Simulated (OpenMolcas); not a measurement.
Predicting a hybrid from its neighbours: ICl

The species is ICl (2 atoms), meant as a singlet with charge 0. SMILES: `ClI`. The coordinates come from a PBE0-D4/def2-TZVP relaxation.

The vertical ionisation energy (to the doublet cation) y, in eV, basis def2-TZVP with a core potential; a is the functional's share of exact exchange. Programs: OpenMolcas 26.06.

| functional | program | a | y (eV) |
| --- | --- | --- | --- |
| revPBE | OpenMolcas | 0 | 9.90 |
| TPSS | OpenMolcas | 0 | 10.03 |
| B3LYP | OpenMolcas | 0.2 | ? |
| PBE0 | OpenMolcas | 0.25 | 10.19 |
| BHLYP | OpenMolcas | 0.5 | 10.26 |

Fit y = c + s·a to the known rows and predict B3LYP.


1. Means of the 4 rows: a = 0.1875, y = 10.095.
2. Σ(Δa)² = 0.17188, Σ(Δa·Δy) = 0.10625, so the slope is 0.10625/0.17188 = 0.61816.
3. Intercept: 10.095 − (0.61816) × 0.1875 = 9.979. The largest residual of the fit is 0.079.
4. B3LYP: 9.979 + (0.61816) × 0.2 = 10.10 eV.

The run gave 10.18 eV, so the prediction is off by -0.08 eV, about the largest residual. The rows mix families of semi-local functionals, which the line can't see. Spin-orbit coupling is left out.

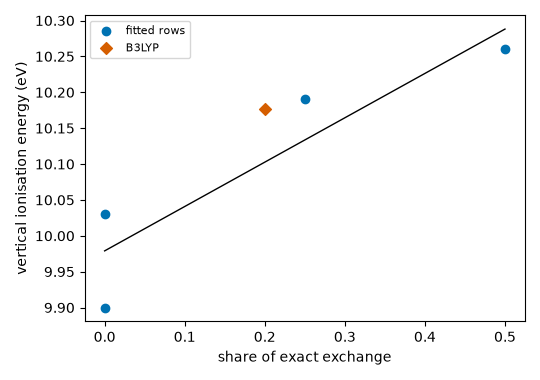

The fitted line, with the withheld row.
